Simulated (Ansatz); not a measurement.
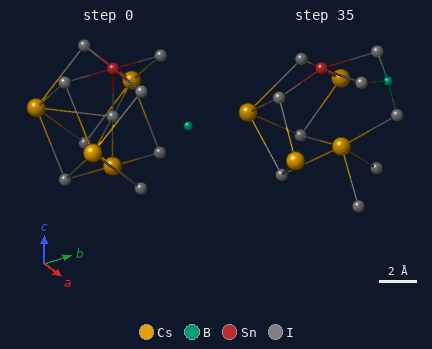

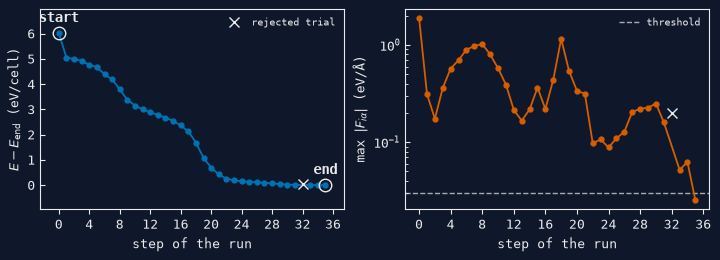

First and last geometry of a relaxation of a defect cell of composition Cs8BSn7I24, with the history of the run. The picture is a ball-and-stick view of the atoms within 5.8 Å of the atom that moves most (axes of the cell of the calculation (origin shifted)), seen from a free direction.

These are results of DFT, PBEsol, PAW, plane waves (Ansatz), not measurements. Settings: plane-wave cutoff 420 eV; k-point mesh 1 × 1 × 1; mesh shifted by (0.25, 0.25, 0.25); collinear spin; atoms relaxed in a fixed cell; force threshold 0.03 eV/Å; at most 80 steps.

> Read the history and describe the run.

It converged. After 34 accepted moves (35 points after the start) the energy has fallen by 6.021 eV per cell of the calculation. The largest force component goes from 1.9 to 0.025 eV/Å. The line search rejected the trial step at point 32 of the run. The largest move is that of an I atom, 3.95 Å along [3 3 1]. Largest moves by element: I 3.95 Å, B 2.87 Å, Cs 1.53 Å, Sn 0.42 Å. The lattice vectors keep their values. Among the contacts that change: Cs–I 4.382 → 8.626 Å, Cs–I 4.319 → 6.762 Å, Cs–I 4.357 → 6.713 Å, B–I 4.314 → 2.146 Å. New bonds form, among them: B–I (4.27 → 2.25 Å), B–I (4.30 → 2.25 Å), B–I (4.31 → 2.15 Å). Bonds break, among them: Cs–I (4.32 → 6.76 Å), Cs–I (4.34 → 5.65 Å), Cs–I (4.35 → 5.67 Å), Cs–I (4.36 → 6.71 Å). Among the angles between lasting bonds that change: I–Cs–I 179.6° → 120.5°, I–Cs–I 178.3° → 123.4°, I–Cs–I 89.9° → 139.2°. The program noted that the starting moments weren't kept.
